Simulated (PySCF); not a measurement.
# GeH₆Si: what the fields show

```xyz
8

Si   -1.2086    0.1225    0.0186
Ge    1.1097   -0.1084   -0.0234
H    -1.7952   -0.8142    0.9773
H    -1.5803    1.4821    0.4105
H    -1.7729   -0.1513   -1.3034
H     1.6140   -1.4665   -0.4160
H     1.8346    0.8035   -0.9698
H     1.8076    0.1419    1.2817
```

Geometry: GFN2-xTB.

These are results of PBE0/def2-SVPD, SCF density, gas phase in PySCF, not measurements.

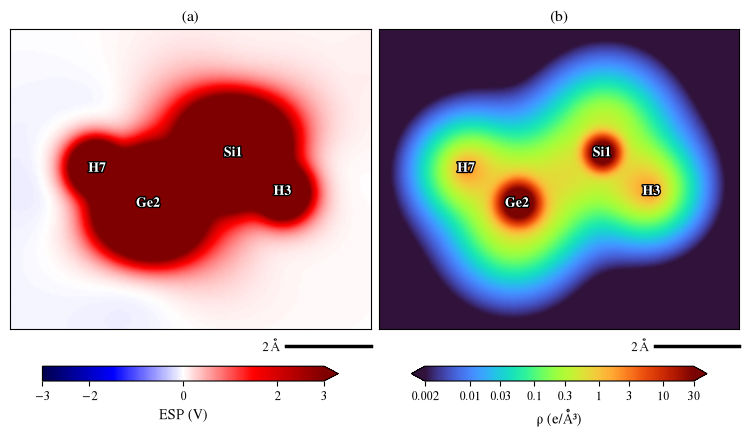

Figure 1. (a) electrostatic potential; (b) total electron density on the plane of atoms Si1, Ge2 and H7.

Q: Interpret the plot.

A: The section cuts through Si, Ge and H sites.
Si–Ge (2.33 Å): ρ is about 0.64 e/Å³ halfway.
Si–H (1.46 Å): the density is about 0.79 e/Å³ at the midpoint.
Ge–H (1.50 Å): ρ is about 1.1 e/Å³ halfway.
The potential has no marked negative region in this plane.

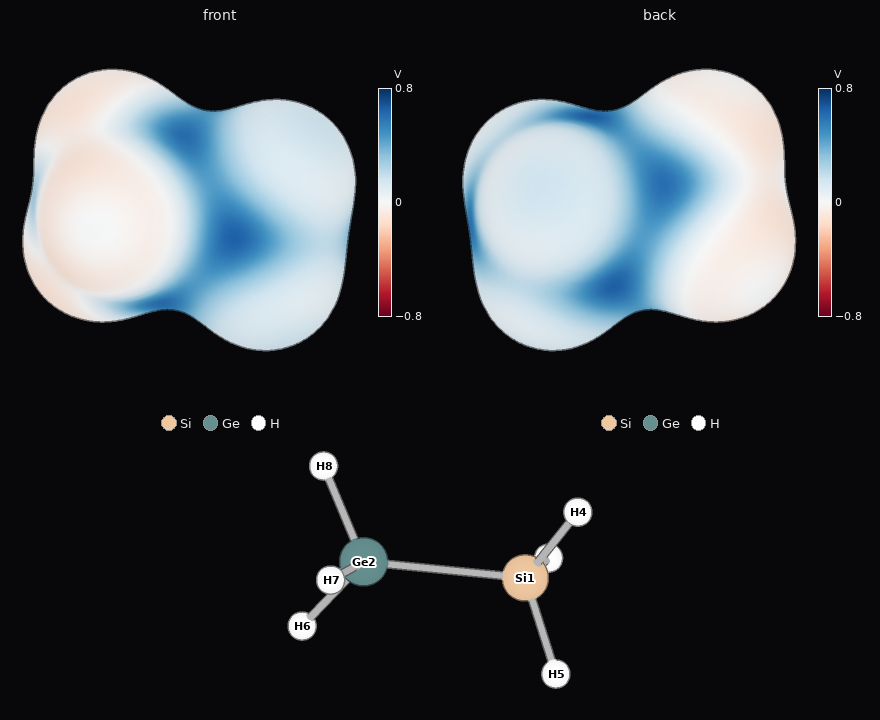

Figure 2. The electrostatic potential painted on the density surface at 0.001 e/bohr³, seen from the front and from behind; red is negative and blue positive. The bare structure is drawn below in the same view.

Q: Describe the electrostatic potential map.

A: The most negative region (about −0.1 V) lies over H6, H7 and H8, the most positive (about +0.6 V) over Si1 and Ge2.
